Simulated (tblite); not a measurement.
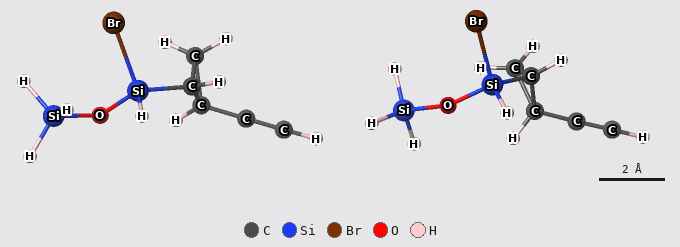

Two geometries of C5H9BrOSi2, drawn at one scale. One is the start of a relaxation, the other its converged end. The picture is a ball-and-stick view, seen at a tilt.

Method: tblite, GFN2-xTB geometry optimisation, gas phase. 

### Which one is relaxed?

The right one is the relaxed one. The energy falls by 112.9 kJ/mol in 169 geometry steps. The atom that moves furthest after the best rigid fit is an H atom (2.11 Å). Largest moves by element: H 2.11 Å, Br 1.39 Å, O 1.23 Å, Si 0.90 Å, C 0.73 Å. Near-neighbour distances that change, for instance: Br–Si 3.464 → 4.228 Å, Si–Si 2.730 → 3.183 Å, O–Si 1.718 → 1.630 Å, O–Si 1.685 → 1.607 Å. Among the angles between lasting bonds that change: Si–O–Si 106.7° → 159.0°, O–Si–H 114.4° → 104.0°, H–Si–H 106.5° → 114.4°. Groups turn about O–Si by about 120°, O–Si by about 115°, C–Si by about 35°.
